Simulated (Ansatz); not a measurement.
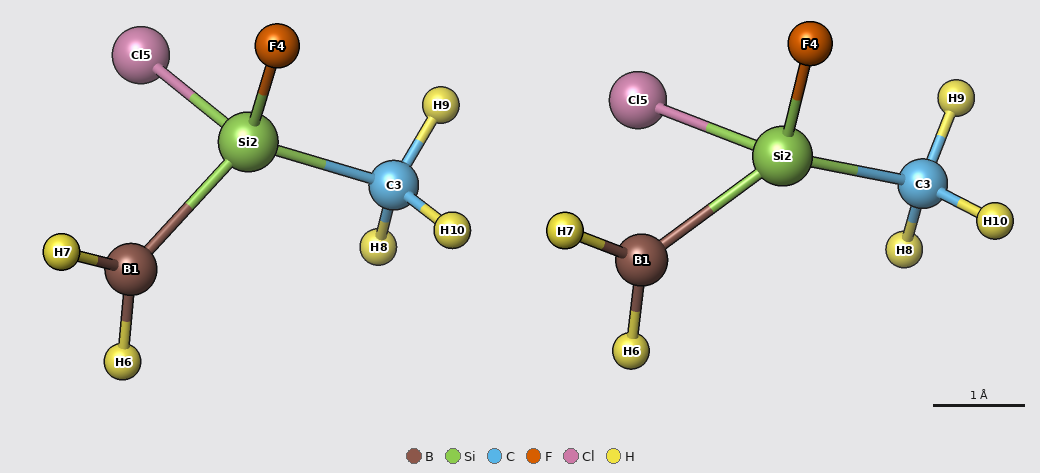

Two geometries of CH5BClFSi, drawn at one scale. One is the start of a relaxation, the other its converged end. A ball-and-stick model, seen at a tilt.

The calculation used Ansatz, RKS PBE0-D4/def2-TZVP. Set-up: force threshold 0.005 eV/Å; at most 150 steps.

Question: Which of the two is the end point?

Answer: The left one is the relaxed one. The start comes from PBE-D4/def2-SVP. Cl5 moves most after the best rigid fit: 0.62 Å. By element the largest moves are Cl 0.62 Å, H 0.35 Å, Si 0.31 Å, B 0.17 Å, F 0.17 Å, C 0.10 Å. Among the contacts that change: B1–Cl5 2.394 → 3.082 Å, Si2–Cl5 2.175 → 2.070 Å, B1–Si2 1.953 → 1.997 Å, Si2–F4 1.640 → 1.600 Å. Bond angles that change, for instance: B1–Si2–Cl5 70.7° → 98.5°, B1–Si2–C3 129.8° → 120.2°, B1–Si2–F4 120.4° → 113.0°. The energy falls by 14.0 kJ/mol in 15 geometry steps. Largest force component: 1 eV/Å at the start, 0.0015 eV/Å at the end.
